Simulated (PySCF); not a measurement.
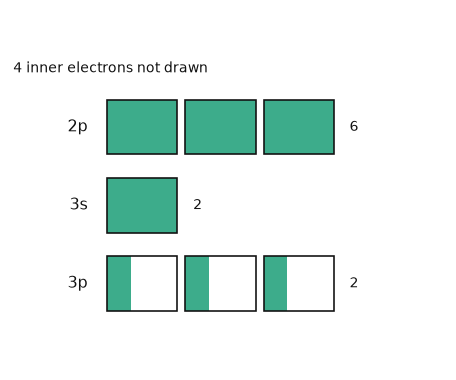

*The outer shells of the nominal configuration: a box for each of the 2l + 1 orbitals, shaded by the share of the shell that is filled, with the electron count at the right.*

# S²⁺: atomic calculation

- system: S²⁺, configuration 1s2 2s2 2p6 3s2 3p2, multiplicity 3.
- method: unrestricted TPSS, def2-TZVP, non-relativistic, point nucleus (PySCF)

**Key numbers**

| quantity | value |
| --- | --- |
| outcome | converged |
| total energy | −396.892231 hartree |
| kinetic energy | 396.153562 hartree |
| ⟨S²⟩ | 2.004 |
| ⟨L²⟩ | 2.02 |
| SCF iterations | 6 |
| hardware | 1 thread of Arm Neoverse N1, 15 GiB of memory available, shared host |
| wall time | 0.57 s |

**Input file**
```python
from pyscf import gto, scf, dft, mp, cc
import basis_set_exchange as bse
mol = gto.M(atom="S 0 0 0", charge=2, spin=2, symmetry="D2h",
            basis=gto.basis.parse(bse.get_basis("def2-TZVP", elements=["S"], fmt="nwchem", header=False)))
mf = dft.UKS(mol, xc="TPSS")
mf.irrep_nelec = {'Ag': (3, 3), 'B1u': (2, 1), 'B2u': (2, 1), 'B3u': (1, 1)}
mf.kernel()
```

The script is an equivalent of what the driver set up; the driver started from orbitals of its own, so the log can be shorter than this script's would be, and it computed the properties (radii, ⟨L²⟩, response) afterwards. It held the occupations shell by shell, which the script's counts by irreducible representation don't always enforce.

The run was one of a batch that the task file lists, launched with:
```bash
OMP_NUM_THREADS=1 python <driver script> TASK.json OUT
```

**Log (extracts)**
```
damping factor = 0
level_shift factor = 0
DIIS = <class 'pyscf.scf.diis.CDIIS'>
diis_start_cycle = 1
diis_space = 10
diis_damp = 0
SCF conv_tol = 1e-09
SCF conv_tol_grad = None
number electrons alpha = 8  beta = 6
XC functionals = TPSS
    J. Tao, J. P. Perdew, V. N. Staroverov, and G. E. Scuseria.,  Phys. Rev. Lett. 91, 146401 (2003)
    J. P. Perdew, J. Tao, V. N. Staroverov, and G. E. Scuseria.,  J. Chem. Phys. 120, 6898 (2004)
    J. Tao, J. P. Perdew, V. N. Staroverov, and G. E. Scuseria.,  Phys. Rev. Lett. 91, 146401 (2003)
    J. P. Perdew, J. Tao, V. N. Staroverov, and G. E. Scuseria.,  J. Chem. Phys. 120, 6898 (2004)
cycle= 1 E= -396.892149173354  delta_E= -0.00573  |g|= 0.0142  |ddm|= 0.0925
cycle= 2 E= -396.892228060855  delta_E= -7.89e-05  |g|= 0.00351  |ddm|= 0.0118
cycle= 3 E= -396.892231165654  delta_E= -3.1e-06  |g|= 0.000752  |ddm|= 0.00166
cycle= 4 E= -396.892231426686  delta_E= -2.61e-07  |g|= 9.24e-05  |ddm|= 0.000662
cycle= 5 E= -396.892231428427  delta_E= -1.74e-09  |g|= 2.64e-06  |ddm|= 0.000103
cycle= 6 E= -396.892231428429  delta_E= -1.88e-12  |g|= 6.69e-08  |ddm|= 2.78e-06
converged SCF energy = -396.892231428429  <S^2> = 2.0041659  2S+1 = 3.002776
```

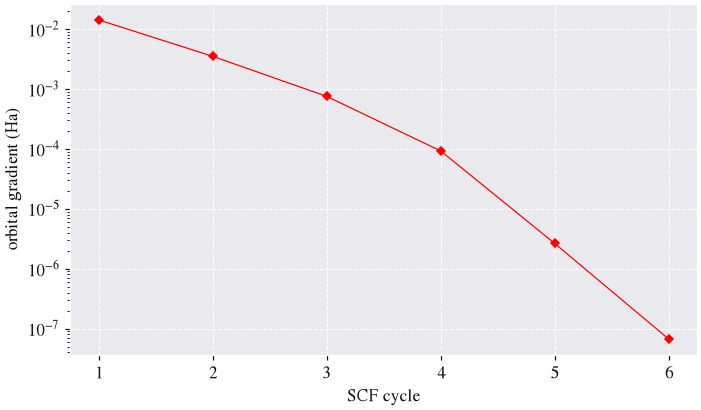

*Convergence: orbital gradient against the SCF cycle.*

The residual falls at every step. It goes from 0.014 to 6.7×10⁻⁸ in 6 steps.

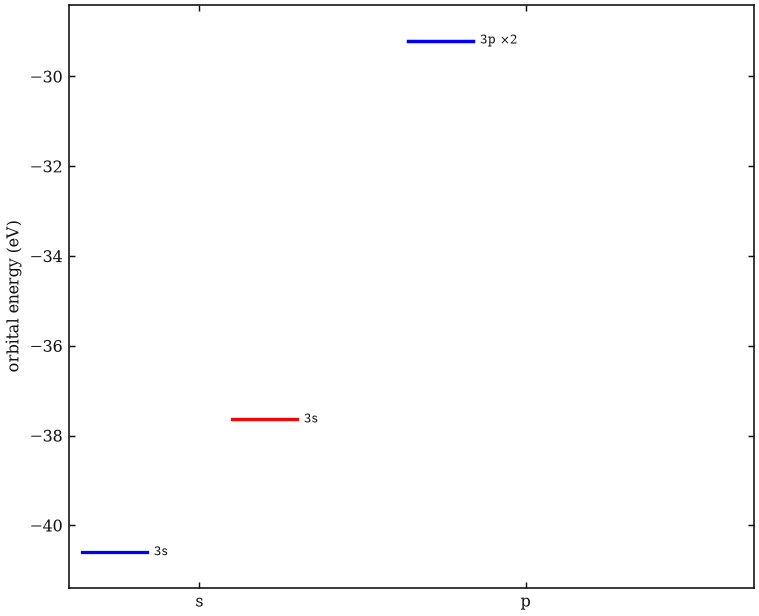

*Orbital energies of the mean field, from the top down to −40.6 eV, by angular momentum, α spin at the left of each column and β at the right; ×n counts the orbitals under one label.*

The highest filled orbital is 3p α at −29.2 eV, the lowest empty one p α at −28.5 eV.

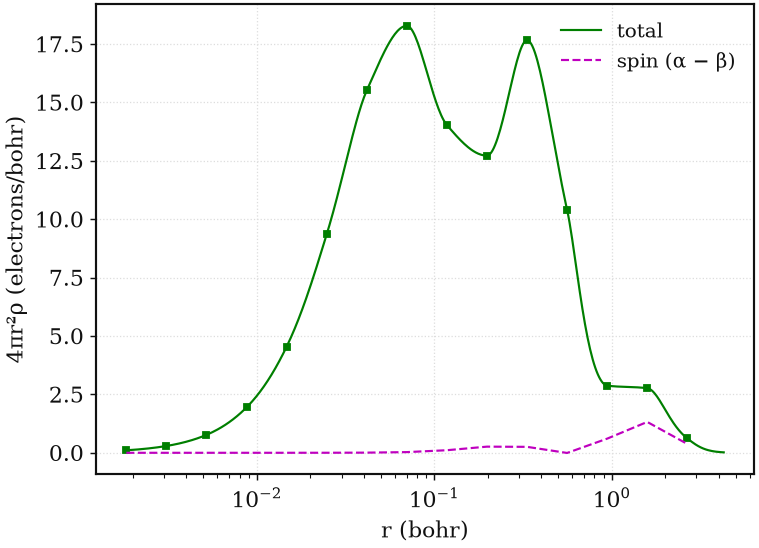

*Spherically averaged radial density 4πr²ρ of the mean field and its spin part; markers are the stored points, which are sparse, and the line is a monotone interpolation between them.*

The largest stored value is 18.3 electrons/bohr at r = 0.070 bohr. Root-mean-square radii of the shells: 1s 0.113, 2p 0.494, 2s 0.522, 3s 1.70, 3p 1.89 bohr.
